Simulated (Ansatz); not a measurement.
## TaH2Cl2O2F2: geometry relaxation (part 2 of 2)

The same run, continued: TaH2Cl2O2F2, multiplicity 2; UKS PBE/def2-SVP (Ansatz 0.2.0). The input holds or restrains some coordinates. It belongs to a series of runs on one base structure; here: pulled along the bonds that form and break, towards end B.

Geometry of the input (Å):
```
Ta 0.0000  0.0000  0.0000
Cl 2.7200  0.0000  0.0000
O  0.0000  0.0000  2.0200
H  -0.2547  -0.9174  2.3571
Cl 0.0000  0.0000  -2.4700
F  -0.9650  1.6714  0.0000
O  -1.0100  -1.7493  0.0000
H  -1.6563  -1.7655  0.7760
F  4.5200  0.0000  0.0000
```

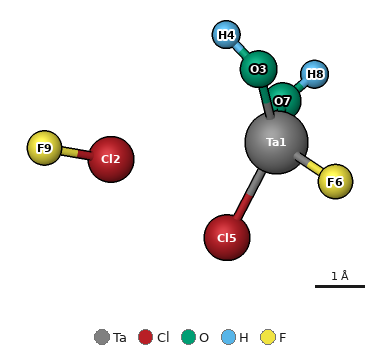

**Figure 1.** The geometry at step 8 of the log (ball-and-stick view, seen at a tilt; atoms are numbered from 1 in the order of the input).

**Trajectory as extended XYZ (Å, eV, eV/Å), 15 frames, from step=1 to step=15**
```
9
Properties=species:S:1:pos:R:3:forces:R:3 step=1 energy=-36126.83430
Ta    0.0000    0.0000    0.0000   -0.8142  -0.0911  -0.0876
Cl    2.7200    0.0000    0.0000   -3.1424  -0.0171  -0.0273
O     0.0000    0.0000    2.0200   -0.5138  -1.5870  -1.7633
H    -0.2547   -0.9174    2.3571    0.6002   1.2948  -0.0106
Cl    0.0000    0.0000   -2.4700    0.1465  -0.1166   1.6434
F    -0.9650    1.6714    0.0000    0.9920  -1.4902   0.0993
O    -1.0100   -1.7493    0.0000    0.4777   2.2160   1.2171
H    -1.6563   -1.7655    0.7760    0.6474  -0.2022  -1.0936
F     4.5200    0.0000    0.0000    1.6066  -0.0066   0.0227
9
Properties=species:S:1:pos:R:3:forces:R:3 step=2 energy=-36126.50155
Ta   -0.1948   -0.0048   -0.0040    1.0893  -0.3503  -0.2672
Cl    2.8895   -0.0002   -0.0004   -2.9766  -0.0343  -0.0377
O    -0.0073   -0.0115    1.9980   -0.5310  -1.0612  -1.5512
H    -0.2492   -0.9094    2.3600    0.5921   0.8673   0.0677
Cl    0.0001   -0.0016   -2.4503    0.0992  -0.0865   1.4099
F    -0.9703    1.6764    0.0016   -0.2779   0.5803   0.1253
O    -1.0132   -1.7404    0.0083   -0.4267   0.5271   0.9885
H    -1.6549   -1.7692    0.7697    0.1645  -0.4510  -0.7647
F     4.5542   -0.0001    0.0002    2.2671   0.0085   0.0293
9
Properties=species:S:1:pos:R:3:forces:R:3 step=3 energy=-36126.00701
Ta   -0.3868   -0.0049   -0.0204    1.9351   0.2538  -0.1793
Cl    3.0842   -0.0003   -0.0006   -5.4446  -0.0217  -0.0238
O    -0.0256   -0.0254    1.9491   -0.5010  -0.4936  -1.3597
H    -0.2266   -0.8969    2.3647    0.4934   0.4458   0.0636
Cl    0.0029   -0.0038   -2.4085    0.0326  -0.0772   1.0322
F    -1.0031    1.7274    0.0072   -0.6412   1.3475   0.1547
O    -1.0421   -1.7588    0.0257   -0.6546  -0.7749   0.3820
H    -1.6790   -1.7989    0.7645   -0.4410  -0.6890  -0.0922
F     4.6303    0.0007    0.0015    5.2212   0.0095   0.0225
9
Properties=species:S:1:pos:R:3:forces:R:3 step=4 energy=-36126.52171
Ta   -0.4747    0.0240   -0.0455    0.2856   0.0493   0.5151
Cl    3.1811   -0.0104    0.0109   -3.3375  -0.0267  -0.0217
O    -0.0779    0.0123    1.8602   -0.0187  -1.4547   0.2117
H    -0.0377   -0.8769    2.3373    0.2474   1.4146  -0.5543
Cl    0.0459   -0.0309   -2.3065    0.2395  -0.0438  -0.2092
F    -1.0996    1.7955    0.0377   -0.1239   0.0843  -0.0142
O    -1.1317   -1.7777    0.0450   -0.4484   0.3347   0.4241
H    -1.8278   -1.9010    0.7290    0.0587  -0.3822  -0.3737
F     4.7765    0.0042    0.0150    3.0972   0.0244   0.0222
9
Properties=species:S:1:pos:R:3:forces:R:3 step=5 energy=-36126.69575
Ta   -0.5052    0.0316   -0.0261    0.1379  -0.1453   0.1610
Cl    3.1628   -0.0147    0.0116   -3.2100  -0.0248  -0.0753
O    -0.0647    0.0157    1.8541    0.1561  -0.7552  -0.0134
H     0.1502   -0.8253    2.3323    0.0592   0.7470  -0.2231
Cl    0.1186   -0.0462   -2.2819    0.1126  -0.0165   0.1181
F    -1.1464    1.8018    0.0389   -0.0449  -0.0220  -0.0184
O    -1.1949   -1.7614    0.0471   -0.3307   0.3985   0.3234
H    -1.9291   -1.9634    0.6683    0.1498  -0.2052  -0.3479
F     4.7628    0.0011    0.0389    2.9701   0.0235   0.0757
9
Properties=species:S:1:pos:R:3:forces:R:3 step=6 energy=-36126.82709
Ta   -0.5410    0.0302    0.0001    0.2166  -0.1372  -0.0709
Cl    3.1270   -0.0063   -0.0244   -3.1356  -0.0026  -0.2111
O    -0.0082    0.0179    1.8368    0.1532  -0.5490   0.1877
H     0.3337   -0.7515    2.3502   -0.0158   0.5685  -0.2286
Cl    0.2116   -0.0628   -2.2219   -0.0123   0.0125   0.1631
F    -1.1893    1.7995    0.0399   -0.0107   0.0222  -0.0191
O    -1.2700   -1.7353    0.0417   -0.5733   0.0064   0.4564
H    -2.0380   -2.0434    0.5828    0.4742   0.0859  -0.4967
F     4.7280   -0.0091    0.0780    2.9037  -0.0067   0.2192
9
Properties=species:S:1:pos:R:3:forces:R:3 step=7 energy=-36126.87893
Ta   -0.5591    0.0157    0.0215    0.1996  -0.0498  -0.0157
Cl    3.1063   -0.0238   -0.0493   -3.2249  -0.0360  -0.3462
O    -0.0063    0.0146    1.8462    0.5552  -0.7727   0.4485
H     0.5097   -0.6678    2.3563   -0.4177   0.8136  -0.4688
Cl    0.2285   -0.0615   -2.1829    0.0043   0.0007   0.0744
F    -1.2003    1.7892    0.0327   -0.0107   0.0162   0.0031
O    -1.3084   -1.7334    0.0455   -0.5764  -0.1256   0.2965
H    -2.1158   -2.0846    0.4893    0.4804   0.1300  -0.3548
F     4.6994   -0.0093    0.1238    2.9901   0.0238   0.3630
9
Properties=species:S:1:pos:R:3:forces:R:3 step=8 energy=-36126.94307
Ta   -0.5721   -0.0168    0.0459    0.2279   0.0356  -0.0193
Cl    3.0889   -0.0314   -0.1206   -3.1305  -0.0910  -0.7110
O     0.1015    0.0150    1.8230   -0.0742  -0.2468   0.0115
H     0.6783   -0.5605    2.3582    0.0619   0.1649  -0.0619
Cl    0.1807   -0.0783   -2.1689    0.0095   0.0236  -0.0088
F    -1.1837    1.7674    0.0550    0.0038   0.0474  -0.0239
O    -1.3860   -1.7320    0.0298   -0.0377   0.0069   0.1663
H    -2.1980   -2.1290    0.3911    0.0376  -0.0095  -0.0874
F     4.6443    0.0050    0.2695    2.9017   0.0689   0.7346
9
Properties=species:S:1:pos:R:3:forces:R:3 step=9 energy=-36126.99989
Ta   -0.5921   -0.0208    0.0489    0.3077  -0.0961   0.0436
Cl    3.0657   -0.1118   -0.1294   -2.8249  -0.2155  -0.7683
O     0.1068   -0.0242    1.8129    0.5272  -0.3995   0.3311
H     0.8411   -0.4682    2.3069   -0.5304   0.4481  -0.4393
Cl    0.1620   -0.0396   -2.1690   -0.0312  -0.0279   0.0472
F    -1.1913    1.7687    0.0500   -0.0108   0.0402   0.0284
O    -1.4035   -1.7355    0.0598   -0.1143   0.0118   0.0180
H    -2.2326   -2.1589    0.3450    0.0992   0.0252  -0.0729
F     4.5980    0.0296    0.3581    2.5775   0.2137   0.8122
9
Properties=species:S:1:pos:R:3:forces:R:3 step=10 energy=-36127.02001
Ta   -0.6153   -0.0318    0.0635    0.3444  -0.0360  -0.1204
Cl    3.0450   -0.0988   -0.0330   -2.9419  -0.1281  -0.6343
O     0.1180   -0.0381    1.8089    1.0439  -0.4412   0.5279
H     0.9692   -0.3418    2.2393   -0.9931   0.4416  -0.5574
Cl    0.1257   -0.0515   -2.1568   -0.0339   0.0305   0.0722
F    -1.2174    1.7580    0.0826   -0.0329  -0.0007  -0.0054
O    -1.4201   -1.7477    0.0441   -0.2055  -0.0285   0.1022
H    -2.2606   -2.1847    0.2732    0.1546   0.0469  -0.0696
F     4.6095   -0.0244    0.3612    2.6645   0.1155   0.6849
9
Properties=species:S:1:pos:R:3:forces:R:3 step=11 energy=-36127.05946
Ta   -0.6311   -0.0400    0.0506    0.4387  -0.0524  -0.0531
Cl    3.0321   -0.0961    0.1202   -2.9376  -0.0735  -0.3761
O     0.1517   -0.0537    1.7773    0.1734  -0.1030   0.0518
H     1.0203   -0.2918    2.1631   -0.1805   0.1342  -0.1330
Cl    0.1035   -0.0127   -2.1688   -0.0792  -0.0122   0.0937
F    -1.2527    1.7428    0.0801   -0.0314  -0.0121   0.0297
O    -1.4364   -1.7565    0.0477   -0.0793   0.0643   0.0361
H    -2.2711   -2.1961    0.2832    0.0582  -0.0014  -0.0471
F     4.6378   -0.0567    0.3298    2.6378   0.0562   0.3980
9
Properties=species:S:1:pos:R:3:forces:R:3 step=12 energy=-36127.11547
Ta   -0.6371   -0.0573    0.0593    0.5251  -0.0397   0.1217
Cl    3.0230   -0.1227    0.0647   -2.6109  -0.0694  -0.5936
O     0.2317   -0.0743    1.7472    0.2403  -0.0851   0.0354
H     1.1510   -0.1657    2.0927   -0.4262   0.0762  -0.2888
Cl    0.0269    0.0027   -2.1764   -0.0581   0.0121   0.0157
F    -1.2747    1.7195    0.1168   -0.0131  -0.0113   0.0169
O    -1.4659   -1.7599    0.0431   -0.0244   0.0339   0.0939
H    -2.2984   -2.2219    0.2388    0.0540   0.0255  -0.0403
F     4.5976   -0.0810    0.4968    2.3133   0.0578   0.6392
9
Properties=species:S:1:pos:R:3:forces:R:3 step=13 energy=-36127.08315
Ta   -0.6299   -0.0571    0.0525    0.3499  -0.0372   0.0798
Cl    3.0309   -0.1659    0.0389   -2.9444  -0.1276  -0.9375
O     0.2763   -0.0730    1.7166   -0.2609  -0.0256  -0.0906
H     1.1997   -0.1378    2.0196    0.1343   0.0148  -0.0651
Cl   -0.0376    0.0332   -2.2002   -0.0175   0.0020  -0.0348
F    -1.2908    1.7103    0.1349    0.0079   0.0138   0.0214
O    -1.4542   -1.7609    0.0529    0.0510   0.0344   0.0685
H    -2.2822   -2.2250    0.2559   -0.0061  -0.0042  -0.0263
F     4.5418   -0.0848    0.6119    2.6858   0.1297   0.9846
9
Properties=species:S:1:pos:R:3:forces:R:3 step=14 energy=-36127.07994
Ta   -0.6305   -0.0574    0.0535    0.3325  -0.0309   0.0525
Cl    3.0300   -0.1682    0.0405   -2.9860  -0.1206  -0.9769
O     0.2809   -0.0745    1.7138   -0.2617  -0.0188  -0.0787
H     1.2088   -0.1245    2.0045    0.1558   0.0101  -0.0522
Cl   -0.0479    0.0368   -2.2022   -0.0150   0.0006  -0.0276
F    -1.2914    1.7100    0.1391    0.0057   0.0135   0.0217
O    -1.4506   -1.7628    0.0580    0.0454   0.0282   0.0641
H    -2.2803   -2.2277    0.2516   -0.0085  -0.0061  -0.0259
F     4.5351   -0.0924    0.6243    2.7318   0.1240   1.0231
9
Properties=species:S:1:pos:R:3:forces:R:3 step=15 energy=-36127.06175
Ta   -0.6377   -0.0579    0.0733    0.2690   0.0567   0.1210
Cl    3.0217   -0.1807    0.0976   -3.3369  -0.0502  -0.9430
O     0.2802   -0.0413    1.7307   -0.0214  -0.0345  -0.0308
H     1.2298   -0.0465    1.9644    0.0089   0.0178  -0.0477
Cl   -0.0800    0.0372   -2.1893   -0.0151  -0.0272  -0.0040
F    -1.3132    1.7055    0.1545    0.0010  -0.0065  -0.0200
O    -1.4272   -1.7742    0.1460    0.0324  -0.0182  -0.0460
H    -2.2719   -2.2513    0.1225   -0.0113   0.0077   0.0019
F     4.5522   -0.1515    0.5833    3.0734   0.0544   0.9687
```

**Summary**

| quantity | value |
| --- | --- |
| outcome | converged under the restraints of the input |
| total energy | −36127.0618 eV |
| mean-field energy | −36127.0618 eV |
| ⟨S²⟩ | 0.752 |
| largest force (length of the vector) at the end, held atoms and coordinates included | 3.468 eV/Å |
| hardware | 4 threads of Arm Neoverse V2, 24 GiB of memory available, shared host |
| wall time | 60 s (CPU time 3.8 min) |
| peak memory | 0.25 GiB |
